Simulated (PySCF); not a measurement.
# C₃H₄F₂SeSi: electronic excitations

Wanted: the electronic excitations of C₃H₄F₂SeSi (`C#C[Si@H](F)[Se]CF`), by calculation.

The runs use PySCF 2.14.0, with density-fitted response routines of our own; the level of theory stands in each step. All values are computed, except where a source is named. Atoms count from 0, in the outputs and in this text.

## 1. The starting structure

11 atoms, charge 0, multiplicity 1; geometry from: GFN2-xTB.

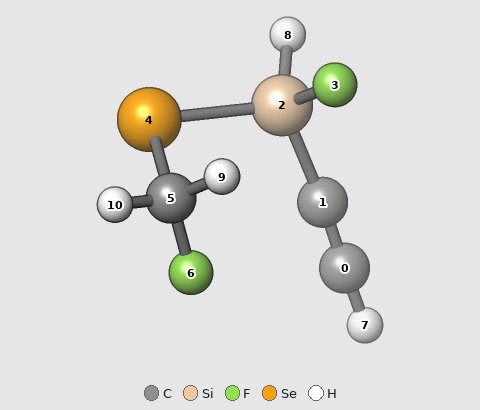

The starting geometry (carbon grey, silicon light orange, fluorine green, selenium orange, hydrogen white), atoms numbered.

## 2. Ultraviolet spectrum: CAM-B3LYP/def2-SVPD

Job settings and geometry (Å):

```
{"job": {"kind": "uv", "xc": "CAM-B3LYP", "basis": "def2-SVPD", "nstates": 8, "ntriplets": 3}, "charge": 0, "multiplicity": 1}
C      1.953977     0.122757     1.837281
C      1.641830    -0.064690     0.691209
Si     1.037487    -0.391385    -1.018328
F      0.757350     1.050608    -1.682176
Se    -0.980578    -1.481835    -0.997205
C     -2.018910    -0.051508    -0.135516
F     -1.684304     0.070760     1.172490
H      2.244394     0.299474     2.833241
H      1.946656    -1.093209    -1.898965
H     -1.815883     0.901328    -0.631548
H     -3.076595    -0.319711    -0.196447
```

With the program's defaults for keys left out, this is: TDDFT CAM-B3LYP/def2-SVPD, vertical, gas phase, core orbitals frozen in the response.

Started as:

```bash
OMP_NUM_THREADS=1 python probes_run.py task.json out
```

This one command runs all jobs of the session in turn.

Log:

```text
coarse grid: 49776 points
cycle   1  E = -3006.7682155240  dE = -1.615e-01  |g| = 7.404e-01  |ddm| = 7.942e+00
cycle   2  E = -3006.7402514129  dE =  2.796e-02  |g| = 9.195e-01  |ddm| = 2.054e+00
cycle   3  E = -3006.8792869076  dE = -1.390e-01  |g| = 8.350e-02  |ddm| = 8.518e-01
cycle   4  E = -3006.8806339493  dE = -1.347e-03  |g| = 2.717e-02  |ddm| = 1.879e-01
cycle   5  E = -3006.8808166835  dE = -1.827e-04  |g| = 1.035e-02  |ddm| = 8.716e-02
cycle   6  E = -3006.8808358115  dE = -1.913e-05  |g| = 3.676e-03  |ddm| = 2.043e-02
cycle   7  E = -3006.8808392174  dE = -3.406e-06  |g| = 1.419e-03  |ddm| = 7.917e-03
final grid: 103320 points
cycle   8  E = -3006.8808663817  dE =  5.992e-07  |g| = 2.219e-03  |ddm| = 5.112e-03
cycle   9  E = -3006.8808641726  dE =  2.209e-06  |g| = 3.727e-03  |ddm| = 7.427e-03
cycle  10  E = -3006.8808675796  dE = -3.407e-06  |g| = 1.329e-04  |ddm| = 4.637e-03
cycle  11  E = -3006.8808675831  dE = -3.482e-09  |g| = 2.822e-05  |ddm| = 1.725e-04
cycle  12  E = -3006.8808675837  dE = -5.739e-10  |g| = 1.039e-05  |ddm| = 1.028e-04
converged SCF energy = -3006.8808675837

Static polarisability (au): isotropic 87.064, principal 70.133 87.528 103.529

Singlet excitations
state   eV       nm        f      main configurations
  1   5.0639    244.8   0.00313   H->L 0.59, H->L+1 0.20, H->L+2 0.12
  2   5.6271    220.3   0.03464   H->L+1 0.56, H->L 0.25
  3   5.8149    213.2   0.00395   H-1->L 0.34, H->L+2 0.15, H->L+1 0.10
  4   6.0303    205.6   0.00172   H->L+2 0.30, H-1->L+1 0.20, H-2->L 0.15
  5   6.2398    198.7   0.00276   H-2->L+1 0.60, H-1->L 0.11
  6   6.3441    195.4   0.01666   H->L+2 0.26, H-2->L 0.17, H-1->L+1 0.08
  7   6.8638    180.6   0.00870   H-3->L 0.30, H-1->L 0.27, H-1->L+2 0.17
  8   7.0986    174.7   0.03425   H->L+3 0.84

Triplet excitations (Tamm-Dancoff, eV): 4.6532 4.8539 5.1889
```

Run time: 48 s. Hardware: 1 thread of Arm Neoverse V2, shared host; peak memory 0.91 GiB.

Frontier orbitals and where they lie:

```tsv
orbital	eV	atoms
HOMO−3	-10.48	Se4 34 %, C1 15 %, F6 14 %
HOMO−2	-10.23	C1 44 %, C0 42 %, Si2 5 %
HOMO−1	-9.76	Se4 30 %, C1 23 %, C0 23 %
HOMO	-8.53	Se4 75 %, C5 7 %, Si2 6 %
LUMO	-0.02	Si2 24 %, Se4 20 %, C1 14 %
LUMO+1	0.28	Se4 31 %, C1 20 %, C0 18 %
LUMO+2	0.71	Se4 45 %, Si2 13 %, C1 10 %
```

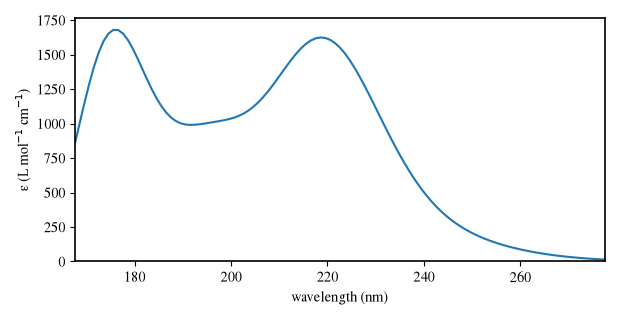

Absorption spectrum: each of the 8 states is a Gaussian band of 0.4 eV half-width at 1/e. Beyond the last state computed it falls off for lack of states.

Ground-state properties from the same run:

```tsv
property	computed
dipole moment (D)	0.50
polarisability (Å³)	12.90
HOMO–LUMO gap (eV)	8.51
−ε(HOMO) (eV)	8.53
```

## 3. Results

```
                                quantity                        value
    lowest singlet (CAM-B3LYP/def2-SVPD)  5.06 eV (245 nm), f = 0.003
brightest single state of those computed  state 2, 5.63 eV, f = 0.035
                          lowest triplet                      4.65 eV
```

**Reading.** The first singlet state (HOMO→LUMO 0.59, HOMO→LUMO+1 0.20) lies at 5.06 eV and is weak; of the 8 states computed, the strongest absorption comes from state 2 at 5.63 eV (the last state computed is bright too, and its partners may lie past the list). The lowest triplet lies 0.41 eV below the lowest singlet (triplets in Tamm-Dancoff, singlets in full TDDFT).
